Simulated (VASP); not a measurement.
## A VASP study of CaTi (revPBE): structure first, properties next

Aim: relax CaTi, then compute properties on the relaxed cell. The steps: relaxing cell and atoms (revPBE), second relaxation, single point with fields (revPBE), bands along the symmetry lines (revPBE), total and projected DOS (revPBE) and elastic tensor by finite strains (revPBE). The cell is invented: it takes the structure of a Materials Project entry for HfMg (space group 166 there), with all of its atoms replaced by other elements, volume scaled by an estimate. It may not be a known or stable phase.

Method: revPBE; plane waves and PAW (Ti_sv, Ca_sv); invented cell, in VASP 6.6.1.

## Step 1: Set-up

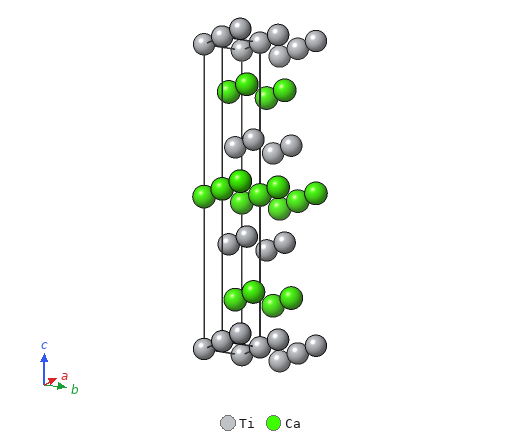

The starting structure, seen from a free direction (titanium light grey, calcium green). 2×2×1 cells are drawn. This picture shows the conventional cell, with its axes. Some periodic images of atoms are drawn too.

As a file:

```xyz
2
Lattice="1.6478 0.9513 5.9265 -1.6478 0.9513 5.9265 0.0000 -1.9027 5.9265" Properties=species:S:1:pos:R:3 pbc="T T T"
Ti    0.0000    0.0000    0.0000
Ca    0.0000    0.0000    8.8897
```

## Step 2: Relaxing cell and atoms (revPBE)

Properties are meant for the cell that this level of theory prefers, so cell and atoms are relaxed first (ISIF = 3) until forces and stress are small; EDIFFG sets the threshold. revPBE by itself binds more weakly than PBE and expands cells; dispersion terms fitted to it are the larger for that.

Input file INCAR:

```
SYSTEM = CaTi
PREC = Accurate
ENCUT = 400
EDIFF = 1E-06
NELM = 100
ISMEAR = 0
SIGMA = 0.05
LREAL = .FALSE.
ALGO = Normal
GGA = RE
LORBIT = 11
LWAVE = .FALSE.
LCHARG = .FALSE.
IBRION = 2
NSW = 60
ISIF = 3
EDIFFG = -0.01
```

Input file POSCAR:

```
CaTi
1.0
    1.6477850000      0.9513490000      5.9264870000
   -1.6477850000      0.9513490000      5.9264870000
    0.0000000000     -1.9026980000      5.9264870000
Ti Ca
1 1
Direct
    0.0000000000      0.0000000000      0.0000000000
    0.5000000000      0.5000000000      0.5000000000
```

Input file KPOINTS:

```
Automatic mesh
0
Gamma
8 8 8
0 0 0
```

The projector-augmented-wave data sets are Ti_sv and Ca_sv (PBE family, release 64).

Launch:

```console
mpirun -np 1 vasp_std
```

What it wrote:

```text
[banner, memory and clock lines left out]
running    1 mpi-ranks, on    1 nodes
 distrk:  each k-point on    1 cores,    1 groups
 distr:  one band on    1 cores,    1 groups

 POSCAR found type information on POSCAR TiCa
 POSCAR found :  2 types and       2 ions
|                                                                             |
|               ----> ADVICE to this user running VASP <----                  |
|                                                                             |
|     You enforced a specific xc type in the INCAR file but a different       |
|     [... a line on the potential file left out ...]
|     I HOPE YOU KNOW WHAT YOU ARE DOING!                                     |
|                                                                             |

 LDA part: xc-table for (Slater+PW92), standard interpolation
 POSCAR, INCAR and KPOINTS ok, starting setup
 FFT: planning ... GRIDC
 FFT: planning ... GRID_SOFT
 FFT: planning ... GRID
 WAVECAR not read
 entering main loop
       N       E                     dE             d eps       ncg     rms          rms(c)
DAV:   1     0.184781757024E+03    0.18478E+03   -0.10148E+04  1958   0.126E+03
DAV:   2     0.189227957316E+01   -0.18289E+03   -0.18179E+03  2083   0.394E+02
DAV:   3    -0.106999133909E+02   -0.12592E+02   -0.12475E+02  3858   0.900E+01
DAV:   4    -0.110343563874E+02   -0.33444E+00   -0.33384E+00  2468   0.132E+01
DAV:   5    -0.110483582194E+02   -0.14002E-01   -0.14001E-01  3240   0.209E+00    0.104E+01
DAV:   6    -0.137603988701E+02   -0.27120E+01   -0.15295E+02  2419   0.449E+01    0.145E+01
DAV:   7    -0.835375116188E+01    0.54066E+01   -0.31856E+01  2664   0.290E+01    0.339E+00
DAV:   8    -0.823048978019E+01    0.12326E+00   -0.43960E-01  2500   0.376E+00    0.286E+00
DAV:   9    -0.787559819256E+01    0.35489E+00   -0.17077E+00  2587   0.600E+00    0.102E+00
DAV:  10    -0.790392729157E+01   -0.28329E-01   -0.59237E-01  3297   0.327E+00    0.857E-01
DAV:  11    -0.787576421021E+01    0.28163E-01   -0.20018E-01  2517   0.180E+00    0.334E-01
DAV:  12    -0.787661125090E+01   -0.84704E-03   -0.33566E-02  2447   0.148E+00    0.255E-01
DAV:  13    -0.787522408830E+01    0.13872E-02   -0.76745E-03  2454   0.707E-01    0.376E-02
DAV:  14    -0.787521524867E+01    0.88396E-05   -0.29459E-04  3197   0.120E-01    0.171E-02
DAV:  15    -0.787521472563E+01    0.52304E-06   -0.19298E-05  2460   0.239E-02    0.673E-03
DAV:  16    -0.787521298045E+01    0.17452E-05   -0.26855E-06  1909   0.183E-02    0.196E-03
DAV:  17    -0.787521307057E+01   -0.90120E-07   -0.27511E-07  1451   0.532E-03
   1 F= -.78752131E+01 E0= -.78732994E+01  d E =-.787521E+01
 curvature:   0.00 expect dE= 0.000E+00 dE for cont linesearch  0.000E+00
 trial: gam= 0.00000 g(F)=  0.153E-58 g(S)=  0.582E-01 ort = 0.000E+00 (trialstep = 0.100E+01)
 search vector abs. value=  0.582E-01
 bond charge predicted
       N       E                     dE             d eps       ncg     rms          rms(c)
DAV:   1    -0.915920246132E+01   -0.12840E+01   -0.27757E+01  2904   0.639E+01    0.846E+00
DAV:   2    -0.868629864654E+01    0.47290E+00   -0.19579E+01  2972   0.287E+01    0.548E+00
DAV:   3    -0.793750613197E+01    0.74879E+00   -0.75937E+00  2760   0.134E+01    0.208E+00
DAV:   4    -0.788076855389E+01    0.56738E-01   -0.66275E-01  2886   0.623E+00    0.490E-01
DAV:   5    -0.789580505456E+01   -0.15037E-01   -0.83111E-02  2638   0.182E+00    0.325E-01
DAV:   6    -0.790129380593E+01   -0.54888E-02   -0.46182E-03  2661   0.360E-01    0.295E-01
DAV:   7    -0.790870261169E+01   -0.74088E-02   -0.14493E-02  2615   0.661E-01    0.725E-02
DAV:   8    -0.790872295452E+01   -0.20343E-04   -0.19014E-03  2826   0.362E-01    0.618E-02
DAV:   9    -0.790878250654E+01   -0.59552E-04   -0.25195E-04  2195   0.132E-01    0.811E-03
DAV:  10    -0.790878678031E+01   -0.42738E-05   -0.29652E-05  3010   0.295E-02    0.312E-03
DAV:  11    -0.790878890262E+01   -0.21223E-05   -0.29450E-06  2360   0.125E-02    0.235E-03
DAV:  12    -0.790878858161E+01    0.32101E-06   -0.35076E-07  1115   0.383E-03
   2 F= -.79087886E+01 E0= -.79067204E+01  d E =-.335755E-01
[...]
3 F= -.79093124E+01 E0= -.79072007E+01  d E =-.340994E-01
[...]
4 F= -.79093108E+01 E0= -.79071921E+01  d E =-.340978E-01
[...]
5 F= -.79094446E+01 E0= -.79072787E+01  d E =-.133750E-03
 trial-energy change:   -0.000134  1 .order   -0.000133   -0.000189   -0.000076
 step:   1.7239(harm=  1.7239)  dis= 0.00000  next Energy=    -7.909469 (dE=-0.158E-03)
 bond charge predicted
       N       E                     dE             d eps       ncg     rms          rms(c)
DAV:   1    -0.790993717239E+01   -0.49254E-03   -0.20195E-02  1992   0.184E+00    0.163E-01
DAV:   2    -0.790963500688E+01    0.30217E-03   -0.35674E-03  2253   0.474E-01    0.803E-02
DAV:   3    -0.790953830391E+01    0.96703E-04   -0.20249E-03  2714   0.199E-01    0.566E-02
DAV:   4    -0.790947296463E+01    0.65339E-04   -0.44696E-04  3188   0.120E-01    0.139E-02
DAV:   5    -0.790947151332E+01    0.14513E-05   -0.28114E-05  2874   0.378E-02    0.663E-03
DAV:   6    -0.790947158034E+01   -0.67012E-07   -0.67315E-06  2615   0.176E-02
   6 F= -.79094716E+01 E0= -.79072726E+01  d E =-.160743E-03
 curvature:  -0.87 expect dE=-0.218E-05 dE for cont linesearch -0.171E-05
 trial: gam= 0.00000 g(F)=  0.763E-58 g(S)=  0.249E-05 ort =-0.191E-04 (trialstep = 0.117E+01)
 search vector abs. value=  0.249E-05
 reached required accuracy - stopping structural energy minimisation
```

It took 9.5 min on 1 MPI rank of AMD EPYC 7R43, shared host; peak memory 0.26 GiB.

The logs omit lines about the potential files and the build; timing stands in the text.

Parts of OUTCAR (step 2):

```text
ion  position               nearest neighbor table
   1  0.000  0.000  0.000-
   2  0.500  0.500  0.500-

  LATTYP: Found a trigonal (rhomboedric) cell.
 ALAT       =     6.2244283663
 COS(alpha) =     0.8598374018

 Subroutine GETGRP returns: Found 12 space group operations
 (whereof 12 operations were pure point group operations)

The static configuration has the point symmetry D_3d.

 Found     65 irreducible k-points:

   k-points           NKPTS =     65   k-points in BZ     NKDIM =     65   number of bands    NBANDS=     15

   dimension x,y,z NGX =    42 NGY =   42 NGZ =   42
   dimension x,y,z NGXF=    84 NGYF=   84 NGZF=   84

   ENCUT  =  400.0 eV  29.40 Ry    5.42 a.u.  10.15 10.15 10.15*2*pi/ulx,y,z

   NELECT =      22.0000    total number of electrons

 k-points in reciprocal lattice and weights: Automatic mesh
   0.00000000  0.00000000  0.00000000       0.002
   0.12500000 -0.00000000  0.00000000       0.012
   0.25000000 -0.00000000  0.00000000       0.012
   0.37500000 -0.00000000  0.00000000       0.012
   0.50000000 -0.00000000  0.00000000       0.006
   0.12500000  0.12500000  0.00000000       0.012
   0.25000000  0.12500000 -0.00000000       0.023
   0.37500000  0.12500000  0.00000000       0.023
   0.50000000  0.12500000 -0.00000000       0.023
[...]
-0.37500000  0.50000000  0.37500000       0.012
   0.50000000  0.50000000  0.50000000       0.002

 average (electrostatic) potential at core
       1 -76.9134       2 -45.3081

 E-fermi :   4.4469

 k-point     1 :       0.0000    0.0000    0.0000
  band No.  band energies     occupation
    ...
      6     -17.4079      2.00000
      7     -17.2672      2.00000
      8     -17.2672      2.00000
      9      -0.3747      2.00000
     10       2.8423      2.00000
     11       4.4730      0.46043
     12       5.3129      0.00000
     13       5.3129      0.00000
     14       5.7498      0.00000
     15       6.0954      0.00000

 k-point     2 :       0.1250   -0.0000    0.0000
  band No.  band energies     occupation
    ...
      7     -17.3658      2.00000
      8     -17.2887      2.00000
      9      -0.0129      2.00000
     10       3.1374      2.00000
     11       4.3031      1.99995
     12       5.1264      0.00000
     13       5.5031      0.00000
     14       5.8946      0.00000
     15       6.0690      0.00000

 k-point     3 :       0.2500   -0.0000    0.0000
  band No.  band energies     occupation
    ...
      7     -17.3548      2.00000
      8     -17.3400      2.00000
      9       0.9864      2.00000
     10       3.7132      2.00000
     11       4.1555      2.00000
     12       4.7886      0.00000
     13       5.6582      0.00000
     14       5.9651      0.00000
     15       6.0376      0.00000

  Total       -0.0070921     -0.0070921      0.0016664     -0.0000000     -0.0000000      0.0000000
  in kB       -0.2183540     -0.2183539      0.0513052     -0.0000000     -0.0000000      0.0000000
  external PRESSURE =      -0.1284676 kB  Pullay stress =       0.0000000 kB

  energy-cutoff  :      400.00
  volume of cell :       52.04
      direct lattice vectors                 reciprocal lattice vectors
     1.623264515  0.937192096  5.701087810     0.308021272  0.177836185  0.058468374
    -1.623264515  0.937192096  5.701087810    -0.308021272  0.177836185  0.058468374
     0.000000000 -1.874384193  5.701087810     0.000000000 -0.355672369  0.058468374

 POSITION                                       TOTAL-FORCE (eV/Angst)
 -----------------------------------------------------------------------------------
      1.62326     -0.93719     11.40218        -0.000000      0.000000     -0.000000
      0.00000      0.00000      8.55163         0.000000     -0.000000      0.000000
 -----------------------------------------------------------------------------------
    total drift:                                0.000000      0.000000     -0.000000

  FREE ENERGIE OF THE ION-ELECTRON SYSTEM (eV)
  ---------------------------------------------------
  free  energy   TOTEN  =        -7.9094715803 eV

  energy  without entropy=       -7.9050735620  energy(sigma->0) =       -7.90727257

 reached required accuracy - stopping structural energy minimisation

 total charge
# of ion       s       p       d       tot
------------------------------------------
    1        2.205   6.036   1.783  10.025
    2        2.100   5.843   0.292   8.235
--------------------------------------------------
tot          4.305  11.880   2.076  18.260

[... 3 further parts left out ...]
```

CONTCAR:

```
CaTi
   1.00000000000000
     1.6232645148308826    0.9371920963718496    5.7010878101790281
    -1.6232645148308826    0.9371920963718496    5.7010878101790281
     0.0000000000000000   -1.8743841927436993    5.7010878101790281
  Ti              Ca
     1     1
Direct
     1.0000000000000000    0.0000000000000000    1.0000000000000000
     0.5000000000000000    0.5000000000000000    0.5000000000000000
```

The k-mesh is coarse for a metal. The PAW data sets were made with PBE, which is usual practice but a small mismatch for other functionals. The run keeps the 12 symmetry operations of its start, so it cannot find a distortion of lower symmetry.

Relaxation path:

```csv
step,energy less that of the first step (eV),largest force (eV/Å),pressure (GPa),volume (Å³)
1,0.0000,0.0000,-2.40,55.74
2,-0.0336,0.0000,-0.28,52.43
3,-0.0341,0.0000,0.03,52.01
4,-0.0341,0.0000,0.08,51.94
5,-0.0342,0.0000,0.05,52.00
6,-0.0343,0.0000,-0.01,52.04
```

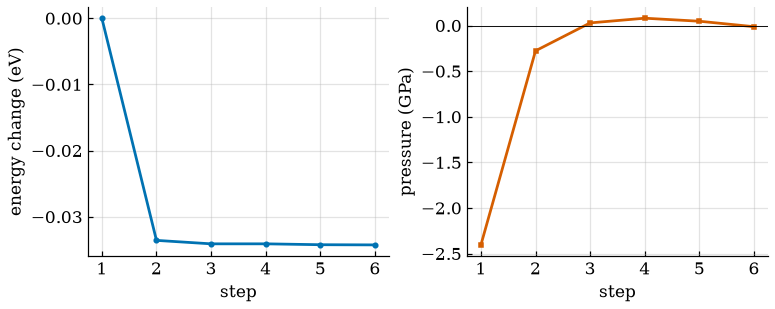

Energy and pressure along the relaxation.

```
conventional cell, symmetrised  before   after  change
                         a (Å)   3.296   3.247  -1.5 %
                         b (Å)   3.296   3.247  -1.5 %
                         c (Å)  17.779  17.103  -3.8 %
              volume (Å³/atom)   27.87   26.02  -6.6 %
```

Final coordinates:

```
Ti Ca
1.0
     1.62326    0.93719    5.70109
    -1.62326    0.93719    5.70109
     0.00000   -1.87438    5.70109
Ti Ca
1 1
Direct
  0.00000 0.00000 0.00000
  0.50000 0.50000 0.50000
```

This step gave:

```yaml
electrons: 22
bands: 15
irreducible_k_points: 65
symmetry_operations: 12
free_energy_toten: -7.909 eV
energy_at_zero_smearing: -7.907 eV
fermi_energy: 4.447 eV
pressure: -0.01285 GPa
metallic: yes
scf_cycles_over_all_ionic_steps: 61
```

It ends with forces that vanish by symmetry and a pressure of -0.01 GPa.

## Step 3: Second relaxation

A relaxation keeps the plane waves of the cell it began with, so it is repeated from the new cell, on a basis made for it.

INCAR is that of step 2.

Input file POSCAR:

```
CaTi
1.0
    1.6232645148      0.9371920964      5.7010878102
   -1.6232645148      0.9371920964      5.7010878102
    0.0000000000     -1.8743841927      5.7010878102
Ti Ca
1 1
Direct
    0.0000000000      0.0000000000      0.0000000000
    0.5000000000      0.5000000000      0.5000000000
```

KPOINTS is that of step 2.

Launch:

```console
mpirun -np 1 vasp_std
```

What it wrote:

```text
[banner, memory and clock lines left out]
running    1 mpi-ranks, on    1 nodes
 distrk:  each k-point on    1 cores,    1 groups
 distr:  one band on    1 cores,    1 groups

 POSCAR found type information on POSCAR TiCa
 POSCAR found :  2 types and       2 ions
 [... a notice as in an earlier step ...]

 LDA part: xc-table for (Slater+PW92), standard interpolation
 POSCAR, INCAR and KPOINTS ok, starting setup
 FFT: planning ... GRIDC
 FFT: planning ... GRID_SOFT
 FFT: planning ... GRID
 WAVECAR not read
 entering main loop
       N       E                     dE             d eps       ncg     rms          rms(c)
DAV:   1     0.185695013176E+03    0.18570E+03   -0.10123E+04  1950   0.128E+03
DAV:   2     0.216097448495E+01   -0.18353E+03   -0.18239E+03  2055   0.397E+02
DAV:   3    -0.107209875650E+02   -0.12882E+02   -0.12774E+02  3878   0.910E+01
DAV:   4    -0.110275700418E+02   -0.30658E+00   -0.30610E+00  2251   0.132E+01
DAV:   5    -0.110450680885E+02   -0.17498E-01   -0.17497E-01  3338   0.226E+00    0.103E+01
DAV:   6    -0.132201399591E+02   -0.21751E+01   -0.14246E+02  2426   0.454E+01    0.138E+01
DAV:   7    -0.829902086356E+01    0.49211E+01   -0.28530E+01  2650   0.282E+01    0.331E+00
DAV:   8    -0.820149315758E+01    0.97528E-01   -0.37424E-01  2500   0.362E+00    0.281E+00
DAV:   9    -0.790970753949E+01    0.29179E+00   -0.12179E+00  2559   0.536E+00    0.111E+00
DAV:  10    -0.794272865348E+01   -0.33021E-01   -0.78216E-01  3228   0.395E+00    0.976E-01
DAV:  11    -0.790421831011E+01    0.38510E-01   -0.28171E-01  2538   0.233E+00    0.359E-01
DAV:  12    -0.790543395625E+01   -0.12156E-02   -0.40326E-02  2489   0.171E+00    0.285E-01
DAV:  13    -0.790372868826E+01    0.17053E-02   -0.97522E-03  2391   0.864E-01    0.306E-02
DAV:  14    -0.790371815206E+01    0.10536E-04   -0.40546E-04  3030   0.141E-01    0.783E-03
DAV:  15    -0.790372146424E+01   -0.33122E-05   -0.13331E-05  2489   0.231E-02    0.322E-03
DAV:  16    -0.790372028433E+01    0.11799E-05   -0.34789E-06  1997   0.864E-03    0.142E-03
DAV:  17    -0.790372010113E+01    0.18320E-06   -0.24021E-07  1346   0.413E-03
   1 F= -.79037201E+01 E0= -.79015207E+01  d E =-.790372E+01
 curvature:   0.00 expect dE= 0.000E+00 dE for cont linesearch  0.000E+00
 trial: gam= 0.00000 g(F)=  0.654E-58 g(S)=  0.534E-05 ort = 0.000E+00 (trialstep = 0.100E+01)
 search vector abs. value=  0.534E-05
 reached required accuracy - stopping structural energy minimisation
```

The job ended after 2.1 min (1 MPI rank; peak memory 0.22 GiB).

From OUTCAR (step 3):

```text
  LATTYP: Found a trigonal (rhomboedric) cell.
 ALAT       =     6.0013097679
 COS(alpha) =     0.8536756859

The static configuration has the point symmetry D_3d.

 Found     65 irreducible k-points:

   dimension x,y,z NGX =    40 NGY =   40 NGZ =   40
   dimension x,y,z NGXF=    80 NGYF=   80 NGZF=   80

   ENCUT  =  400.0 eV  29.40 Ry    5.42 a.u.   9.79  9.79  9.79*2*pi/ulx,y,z

   NELECT =      22.0000    total number of electrons

 E-fermi :   4.4472

 k-point     1 :       0.0000    0.0000    0.0000
  band No.  band energies     occupation
    ...
      6     -17.4070      2.00000
      7     -17.2663      2.00000
      8     -17.2663      2.00000
      9      -0.3703      2.00000
     10       2.8445      2.00000
     11       4.4736      0.45542
     12       5.3133      0.00000
     13       5.3133      0.00000
     14       5.7505      0.00000
     15       6.0951      0.00000

 k-point     2 :       0.1250    0.0000    0.0000
  band No.  band energies     occupation
    ...
      7     -17.3649      2.00000
      8     -17.2877      2.00000
      9      -0.0084      2.00000
     10       3.1390      2.00000
     11       4.3037      1.99995
     12       5.1266      0.00000
     13       5.5035      0.00000
     14       5.8956      0.00000
     15       6.0709      0.00000

  Total       -0.0072699     -0.0072699     -0.0107544      0.0000000     -0.0000000      0.0000000
  in kB       -0.2238279     -0.2238279     -0.3311076      0.0000000     -0.0000000      0.0000000
  external PRESSURE =      -0.2595878 kB  Pullay stress =       0.0000000 kB

 POSITION                                       TOTAL-FORCE (eV/Angst)
 -----------------------------------------------------------------------------------
      0.00000      0.00000      0.00000        -0.000000      0.000000     -0.000000
      0.00000      0.00000      8.55163         0.000000     -0.000000      0.000000
 -----------------------------------------------------------------------------------
    total drift:                               -0.000000      0.000000     -0.000000

  FREE ENERGIE OF THE ION-ELECTRON SYSTEM (eV)
  ---------------------------------------------------
  free  energy   TOTEN  =        -7.9037201011 eV

  energy  without entropy=       -7.8993213818  energy(sigma->0) =       -7.90152074

 total charge
# of ion       s       p       d       tot
------------------------------------------
    1        2.204   6.037   1.784  10.025
    2        2.100   5.843   0.292   8.235
--------------------------------------------------
tot          4.304  11.880   2.076  18.260

[... 5 parts as in an earlier step ...]

[... 6 further parts left out ...]
```

CONTCAR:

```
CaTi
   1.00000000000000
     1.6232645148000000    0.9371920964000000    5.7010878101999998
    -1.6232645148000000    0.9371920964000000    5.7010878101999998
     0.0000000000000000   -1.8743841927000000    5.7010878101999998
  Ti              Ca
     1     1
Direct
     0.0000000000000000    0.0000000000000000    0.0000000000000000
     0.5000000000000000    0.5000000000000000    0.5000000000000000
```

Little changed from the start: no atom moved by 0.005 Å and no cell edge by 0.1 %.

This step gave:

```yaml
free_energy_toten: -7.904 eV
energy_at_zero_smearing: -7.902 eV
pressure: -0.02596 GPa
scf_cycles_over_all_ionic_steps: 17
```

It ends with forces that vanish by symmetry and a pressure of -0.03 GPa. The volume moved by under 0.01 %: the run met its threshold at the first step.

[end of part 1 of 2]

[Lines on the potential files, build, host, timing and source positions are cut from VASP's logs without a mark.]

[Logs are printed without paths, hosts, clocks, repeated set-up lines and the standing remarks that a program may print on its own settings, such as how far it seeks lower states.]

[Hosts, paths, dates, database ids (printed as entryN), source tags and the programs' standing remarks are cut or masked in the printed files.]

[A measured line is paired with the nearest computed mode of its activity, which favours agreement.]
